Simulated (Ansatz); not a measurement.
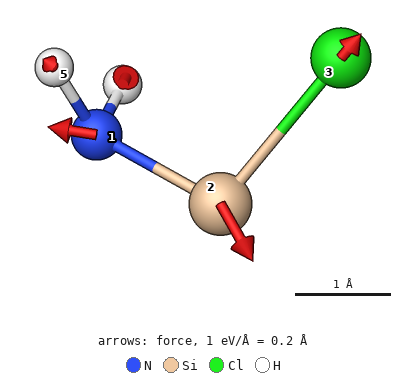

Starting geometry of SiNH2Cl (coarse preliminary run) with the computed forces as red arrows. Style: ball-and-stick. Shown at a tilt.

The start comes from a force field.

Computed with Ansatz, RKS PBE-D4/def2-SVP.

Input
```yaml
crystal:
  periodic: [false, false, false]
  atoms:
    - {symbol: N, position_ang: [0.024800, 0.833800, -0.120300]}
    - {symbol: Si, position_ang: [0.414300, -0.207600, 1.104800]}
    - {symbol: Cl, position_ang: [0.026200, -2.079000, 0.358800]}
    - {symbol: H, position_ang: [-0.922600, 0.727600, -0.391900]}
    - {symbol: H, position_ang: [0.507100, 0.651600, -0.992800]}
basis:
  gaussian: {orbitals: def2-SVP}
hamiltonian: {xc: pbe, dispersion: d4}
relax: {f_tol: 0.03, max_steps: 200}
```

Run as
```bash
ansatz run in.yaml --threads 2 --pin off --events-out ev --progress --plain --max-ram 32768MiB --backend cpu
```

Is this structure relaxed? If not, where do the atoms go?

Answer. It isn't relaxed: the largest force vector, on Si2, is 3.70 eV/Å. The final displacements have little in common with the starting forces (cosine between the two patterns −0.23). The energy falls by 111.4 kJ/mol in 9 geometry steps. Largest force component: 3.4 eV/Å at the start, 0.018 eV/Å at the end. The atom that moves furthest after the best rigid fit is H4 (1.00 Å). Largest moves by element: H 1.00 Å, Cl 0.56 Å, Si 0.55 Å, N 0.30 Å. Some distances before and after: Si2–Cl3 2.052 → 2.136 Å, N1–Si2 1.654 → 1.731 Å, N1–H4 0.991 → 1.025 Å, N1–H5 1.013 → 1.026 Å. Bond angles that change, for instance: H4–N1–H5 101.5° → 112.8°, Si2–N1–H5 114.3° → 125.3°, Si2–N1–H4 111.1° → 121.9°.
